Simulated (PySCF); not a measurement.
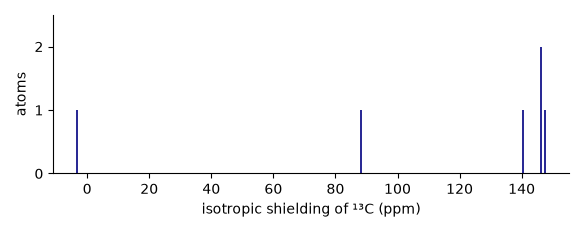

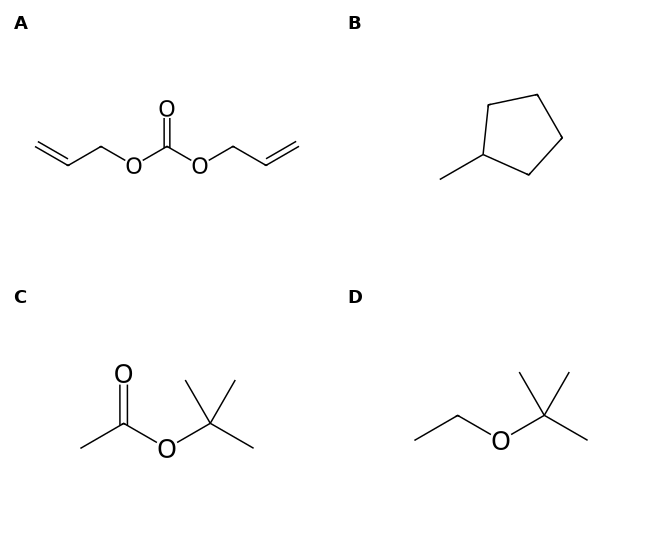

The sticks are computed shieldings of one of the molecules, for one fixed geometry (PBE0-D3(BJ)/def2-SVP) without averaging over rotations. Low shielding means a high chemical shift. Method: GIAO WP04/pcSseg-1 NMR shielding, non-relativistic, gas phase (PySCF 2.14.0).

Match the spectrum to a structure.

Answer. C, `CC(=O)OC(C)(C)C`. Its 6 C atoms give lines at −3.4, 88.2, 140.3, 146.2 (2 atoms), 147.7 ppm.
